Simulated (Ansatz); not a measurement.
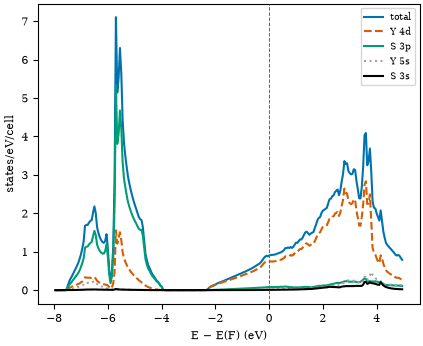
Figure. Total and projected density of states of YS (rock salt, Fm-3m), plane-wave PAW r²SCAN (Ansatz code)

Question: Which orbitals carry the states next to the Fermi level?

Answer: Within 0.5 eV of the Fermi level: Y 4d 82 %, S 3p 9 %, outside the projected shells 6 %. Projections are on Löwdin-orthogonalised atomic valence shells; empty p or d shells of many metals are not among them.

Question: Where is the tallest occupied peak in this window, and what makes it?

Answer: Near -5.7 eV, about 7.1 states/eV per cell; the largest projected share is S 3p.

The workflow started from a Materials Project entry (that database holds measured and hypothetical structures alike); the Crystallography Open Database files this formula in space group No. 225, but the cells were not matched. Its standing as an ambient phase is unchecked. Symmetry was held in the r²SCAN relaxation; its stability against distortions is not shown here. The run is not spin-polarised. With an odd number of electrons in the cell and no spin polarisation, the count alone makes it a metal. Spin–orbit coupling is left out wherever it is not named.

Potentials: the later of the program's two PAW sets.
